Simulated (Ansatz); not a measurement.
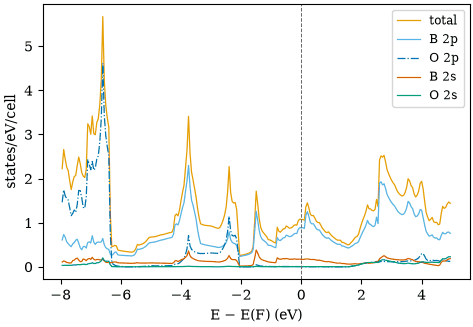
Total and projected density of states of B₂O in space group P-3m1 (No. 164; B on 2c, B on 2d, O on 2d), DFT-LDA in the program Ansatz with PAW potentials

Q: Which orbitals carry the states next to the Fermi level?

A: Within 0.5 eV of the Fermi level: B 2p 82 %, B 2s 16 %. Projections are on Löwdin-orthogonalised atomic valence shells; empty p or d shells of many metals are not among them.

Q: Where is the tallest occupied peak in this window, and what makes it?

A: Near -6.6 eV, about 5.7 states/eV per cell; the largest projected share is O 2p.

The workflow started from an entry of the Crystallography Open Database (COD). Its standing as an ambient phase is unchecked. Symmetry was held in the LDA relaxation. At this level the phase is mechanically unstable. A crystal of weakly bound layers computed without a dispersion correction: the cell and the soft elastic constants depend strongly on that.

Potentials: the later of the program's two PAW sets.
